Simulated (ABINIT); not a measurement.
**CaC2 (R-3m): G0W0 with ABINIT, start to end**

How does a plane-wave GW calculation on CaC2 (R-3m) run from the first input to the gap?

Main program and level: ABINIT 10.8.3; PBEsol and many-body steps on it, plane waves.

**1. The structure**

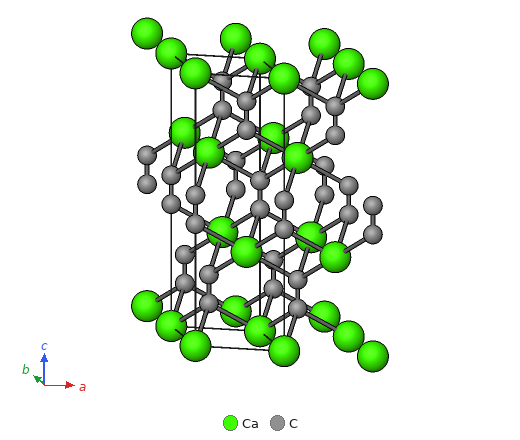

Start, viewed slightly off an axis; calcium green, carbon grey. 2×2×1 cells are drawn. This picture shows the conventional cell, with its axes. Bonds to atoms that aren't drawn are left out. Some periodic images of atoms are drawn too.

The cell and positions are those that the Materials Project relaxed with its own functionals (PBE, PBE+U or r2SCAN), kept fixed.

**2. Ground state**

This step: ABINIT 10.8.3; DFT, PBEsol, plane waves, norm-conserving pseudopotentials.

The ground-state density comes first.

Contents of run.abi:

```
acell 3*1.0 Angstrom
rprim 
  1.944397984288 1.122598699617 3.953874776707
  -1.944397984288 1.122598699617 3.953874776707
  -0.000000000000 -2.245197399304 3.953874776686
ntypat 2
znucl 20 6
natom 3
typat 1 2 2
xred 
  0.000000000000 0.000000000000 0.000000000000
  0.552915000000 0.552915000000 0.552915000000
  0.447085000000 0.447085000000 0.447085000000
pp_dirpath "pseudos"
pseudos "Ca.upf, C.upf"
ecut 37
ngkpt 6 6 6
nshiftk 1
shiftk 0 0 0
kptopt 1
chksymbreak 0
nband 14
occopt 1
tolvrs 1e-10
nstep 60
prtwf 0
optforces 0
optstress 0
indata_prefix "in"
outdata_prefix "out"
tmpdata_prefix "tmp"
```

On the command line:

```bash
> OMP_NUM_THREADS=1 mpirun -n 8 abinit run.abi > log
```

Numbers of over 12 decimals in the logs are rounded to 6 here.

What it wrote:

```text
.Version 10.8.3 of ABINIT. v10.8.2 released Aug 2026.

 Symmetries : space group R-3 m (#166); Bravais hR (rhombohedral)
================================================================================
 Values of the parameters that define the memory need of the present run
     intxc =       0    ionmov =       0      iscf =       7    lmnmax =       6
     lnmax =       6     mgfft =      48  mpssoang =       3    mqgrid =    3001
     natom =       3  nloc_mem =       1    nspden =       1   nspinor =       1
    nsppol =       1      nsym =      12    n1xccc =    2501    ntypat =       2
    occopt =       1   xclevel =       2
-    mband =          14        mffmem =           1         mkmem =           4
       mpw =        3773          nfft =      110592          nkpt =          32
================================================================================
  Rough estimation (10% accuracy) of disk space for files :
================================================================================

--------------------------------------------------------------------------------
------------- Echo of variables that govern the present computation ------------
--------------------------------------------------------------------------------
 -outvars: echo values of preprocessed input variables --------
            acell      1.8897261259E+00  1.8897261259E+00  1.8897261259E+00 Bohr

      chksymbreak           0
             ecut      3.70000000E+01 Hartree
-          fftalg         312

              ixc     -116133
              kpt      0.00000000E+00  0.00000000E+00  0.00000000E+00
                       1.66666667E-01  0.00000000E+00  0.00000000E+00
                       3.33333333E-01  0.00000000E+00  0.00000000E+00
                       5.00000000E-01  0.00000000E+00  0.00000000E+00
                       1.66666667E-01  1.66666667E-01  0.00000000E+00
                       3.33333333E-01  1.66666667E-01  0.00000000E+00
                       5.00000000E-01  1.66666667E-01  0.00000000E+00
                      -3.33333333E-01  1.66666667E-01  0.00000000E+00
                      -1.66666667E-01  1.66666667E-01  0.00000000E+00
   [... 21 further rows ...]
                      -3.33333333E-01  5.00000000E-01  3.33333333E-01
                       5.00000000E-01  5.00000000E-01  5.00000000E-01
         kptrlatt        6    0    0      0    6    0      0    0    6
          kptrlen      4.40925560E+01
P           mkmem           4
            natom           3
            nband          14
            ngfft          48      48      48
             nkpt          32
            nstep          60
             nsym          12
           ntypat           2
              occ      2.000000  2.000000  2.000000  2.000000  2.000000  2.000000
                       2.000000  2.000000  2.000000  0.000000  0.000000  0.000000
                       0.000000  0.000000
        optforces           0
        optstress           0
            prtwf           0
            rprim      1.9443979843E+00  1.1225986996E+00  3.9538747767E+00
[...]
spgroup         166

           tolvrs      1.00000000E-10

             xred      0.0000000000E+00  0.0000000000E+00  0.0000000000E+00
[...]
znucl       20.00000    6.00000

================================================================================

 chkinp: Checking input parameters for consistency.

================================================================================
== DATASET  1 ==================================================================
-   mpi_nproc: 8, omp_nthreads: 1 (-1 if OMP is not activated)

--- !DatasetInfo
iteration_state: {dtset: 1, }
dimensions: {natom: 3, nkpt: 32, mband: 14, nsppol: 1, nspinor: 1, nspden: 1, mpw: 3773, }
cutoff_energies: {ecut:  37.0, pawecutdg:  -1.0, }
electrons: {nelect:   1.80000000E+01, charge:   0.00000000E+00, occopt:   1.00000000E+00, tsmear:   1.00000000E-02, }

 Real(R)+Recip(G) space primitive vectors, cartesian coordinates (Bohr,Bohr^-1):
 R(1)=  3.6743797  2.1214041  7.4717405  G(1)=  0.1360774  0.0785643  0.0446125
 R(2)= -3.6743797  2.1214041  7.4717405  G(2)= -0.1360774  0.0785643  0.0446125
 R(3)=  0.0000000 -4.2428082  7.4717405  G(3)=  0.0000000 -0.1571286  0.0446125
 Unit cell volume ucvol=  3.4944631E+02 bohr^3
 Angles (23,13,12)=  5.06350386E+01  5.06350386E+01  5.06350386E+01 degrees

 getcut: wavevector=  0.0000  0.0000  0.0000  ngfft=  48  48  48
         ecut(hartree)=     37.000   => boxcut(ratio)=   2.04037

--- Pseudopotential description ------------------------------------------------
- Ca Generated using ONCVPSP code by D. R. Hamann
- 20.00000  10.00000  180301                  znucl, zion, pspdat
12 -116133 2 -1 1746                          pspcod,pspxc,lmax,lloc,mmax
     nproj     2     2     2
  pspatm : epsatm=   12.46101000
         --- l  ekb(1:nproj) -->
[...]
pspatm: atomic psp has been read  and splines computed

- C Generated using ONCVPSP code by D. R. Hamann
-  6.00000   4.00000  180301                  znucl, zion, pspdat
12 -116133 1 -1 1248                          pspcod,pspxc,lmax,lloc,mmax
     nproj     2     2     0
  pspatm : epsatm=    4.34909242
         --- l  ekb(1:nproj) -->
[...]
pspatm: atomic psp has been read  and splines computed

   3.80865507E+02                                ecore*ucvol(ha*bohr**3)
--------------------------------------------------------------------------------

_setup2: Arith. and geom. avg. npw (full set) are    3757.764    3757.752

================================================================================

--- !BeginCycle
iteration_state: {dtset: 1, }
solver: {iscf: 7, nstep: 60, nline: 4, wfoptalg: 0, }
tolerances: {tolvrs: 1.00E-10, }

     iter   Etot(hartree)      deltaE(h)  residm     vres2
 ETOT  1  -50.501276737401    -5.050E+01 6.842E-02 1.085E+03
 ETOT  2  -50.611329731883    -1.101E-01 5.097E-02 2.513E+02
 ETOT  3  -50.638544508556    -2.721E-02 8.518E-03 2.009E+00
 ETOT  4  -50.638789263750    -2.448E-04 7.936E-03 1.213E-01
 ETOT  5  -50.638796644078    -7.380E-06 4.535E-03 9.786E-03
 ETOT  6  -50.638797027178    -3.831E-07 2.624E-03 5.776E-04
 ETOT  7  -50.638797074121    -4.694E-08 2.899E-03 2.320E-05
 ETOT  8  -50.638797075580    -1.459E-09 2.198E-03 7.751E-07
 ETOT  9  -50.638797075636    -5.650E-11 1.697E-03 3.296E-08
 ETOT 10  -50.638797075637    -7.176E-13 1.244E-03 1.354E-09
 ETOT 11  -50.638797075639    -2.238E-12 7.617E-04 4.306E-11

 At SCF step   11       vres2   =  4.31E-11 < tolvrs=  1.00E-10 =>converged.

--- !ResultsGS
iteration_state: {dtset: 1, }
comment   : Summary of ground state results
lattice_vectors:
- [  3.6743797,   2.1214041,   7.4717405, ]
- [ -3.6743797,   2.1214041,   7.4717405, ]
- [ -0.0000000,  -4.2428082,   7.4717405, ]
lattice_lengths: [   8.59234,    8.59234,    8.59234, ]
lattice_angles: [ 50.635,  50.635,  50.635, ] # degrees, (23, 13, 12)
lattice_volume:   3.4944631E+02
convergence: {deltae: -2.238E-12, res2:  4.306E-11, residm:  7.617E-04, diffor:  0.000E+00, }
etotal    :  -5.06387971E+01
entropy   :   0.00000000E+00
fermie    :   9.40858063E-02
cartesian_stress_tensor: null
pressure_GPa: null
xred      :
- [  0.0000E+00,   0.0000E+00,   0.0000E+00, Ca]
- [  5.5292E-01,   5.5292E-01,   5.5292E-01,  C]
- [  4.4709E-01,   4.4709E-01,   4.4709E-01,  C]
cartesian_forces: null
force_length_stats: {min: null, max: null, mean: null, }

 Integrated electronic density in atomic spheres:
 ------------------------------------------------
 Atom  Sphere_radius  Integrated_density
[...]
2        2.00000          4.20215924
    3        2.00000          4.20215924
================================================================================

 ----iterations are completed or convergence reached----

 Mean square residual over all n,k,spin=   26.307E-07; max=  76.171E-05
 reduced coordinates (array xred) for    3 atoms
       0.000000000000      0.000000000000      0.000000000000
       0.552915000000      0.552915000000      0.552915000000
       0.447085000000      0.447085000000      0.447085000000
 rms dE/dt=  0.0000E+00; max dE/dt=  0.0000E+00; dE/dt below (all hartree)
    1       0.000000000000      0.000000000000      0.000000000000
    2       0.000000000000      0.000000000000      0.000000000000
    3       0.000000000000      0.000000000000      0.000000000000

 cartesian coordinates (angstrom) at end:
    1      0.000000     0.000000     0.000000
    2     -0.000000    -3.87e-11     6.558470
    3      0.000000    -3.13e-11     5.303154
 length scales=  1.889726125908  1.889726125908  1.889726125908 bohr
              =  1.000000000000  1.000000000000  1.000000000000 angstroms
 prteigrs : about to open file out_EIG
 Fermi (or HOMO) energy (hartree) =   0.09409   Average Vxc (hartree)=  -0.34090
 Eigenvalues (hartree) for nkpt=  32  k points:
 kpt#   1, nband= 14, wtk=  0.00463, kpt=  0.0000  0.0000  0.0000 (reduced coord)
  -1.33865   -0.64548   -0.64063   -0.64063   -0.36657   -0.01092   -0.00870    0.06363
   0.06363    0.20688    0.20688    0.24881    0.29621    0.29621
 prteigrs : prtvol=0 or 1, do not print more k-points.

--- !EnergyTerms
iteration_state     : {dtset: 1, }
comment             : Components of total free energy in Hartree
kinetic             :  2.11204500361871E+01
hartree             :  1.12365438107583E+01
xc                  : -1.13966177592388E+01
Ewald energy        : -3.33936292562160E+01
psp_core            :  1.08991136854927E+00
local_psp           : -4.21227197201759E+01
non_local_psp       :  2.82726444449675E+00
total_energy        : -5.06387970756393E+01
total_energy_eV     : -1.37795186625707E+03
band_energy         : -7.14207886136956E+00

== END DATASET(S) ==============================================================
================================================================================

 -outvars: echo values of variables after computation  --------
           etotal     -5.0638797076E+01
            nband          14
             nkpt          32
          spgroup         166
 [... the other variables as echoed above ...]

 Calculation completed.
```

Run time: 11 s. Hardware: 8 MPI ranks of Arm Neoverse V1, shared host; peak memory 0.74 GiB; 88 s of CPU time.

Numbers from this step:

- total energy: -1377.9519 eV
- gap: 2.585 eV
- k of the valence top: 0.5, 0.5, 0.5
- k of the conduction bottom: 0.5, 0.5, 0
- least direct gap: 3.889 eV

The gap is indirect, with the least direct gap 1.30 eV higher.

(Part 1 of 3 ends here.)

[Paths, hosts, dates, memory and timing lines, banners, echoed tables and standing remarks are left out of the program output.]

[Logs are printed without paths, hosts, clocks, repeated set-up lines and the standing remarks that a program may print on its own settings, such as how far it seeks lower states.]

[Runs of the session that timed out or met a known fault of the program may be left out.]

[Hosts, paths, dates, database ids (printed as entryN), source tags and the programs' standing remarks are cut or masked in the printed files.]

[G0W0 gaps are taken among the corrected bands and points alone; a level outside them can change the order at an edge.]

[Where Ansatz stands beside ABINIT at settings called matched, ABINIT's density can come from a denser mesh and the files from another edition; pairs whose starting gaps differed by over 0.03 eV were left out, so agreement reads better than it is.]
